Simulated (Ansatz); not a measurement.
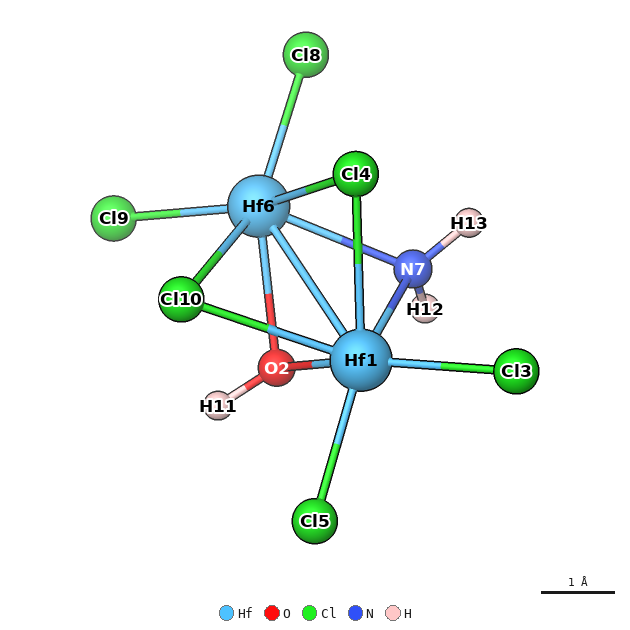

(Drawn from a calculation with Ansatz.)

Orthographic view. Distant atoms are faded towards the background colour. The species is neutral and a spin singlet. Geometry: start.

Write a Z-matrix (Å, degrees) in the order of the atom numbers, with these reference atoms: 2 to 1; 3 to 1, 2; 4 to 1, 2, 3; 5 to 1, 2, 4; 6 to 2, 1, 3; 7 to 6, 2, 1; 8 to 6, 2, 1; 9 to 6, 2, 1; 10 to 6, 2, 1; 11 to 2, 1, 7; 12 to 7, 6, 2; 13 to 7, 12, 2.

```
Hf 
O    1   2.272
Cl   1   2.350   2   143.9
Cl   1   2.644   2   102.3   3   108.0
Cl   1   2.357   2    87.7   4   153.4
Hf   2   2.272   1    84.7   3  -109.2
N    6   2.314   2    61.3   1    58.6
Cl   6   2.350   2   143.9   1   109.1
Cl   6   2.357   2    87.7   1  -152.3
Cl   6   2.660   2    70.0   1   -60.2
H    2   0.968   1   116.1   7  -175.1
H    7   1.020   6   113.5   2    55.4
H    7   1.020  12   109.9   2   180.0
```
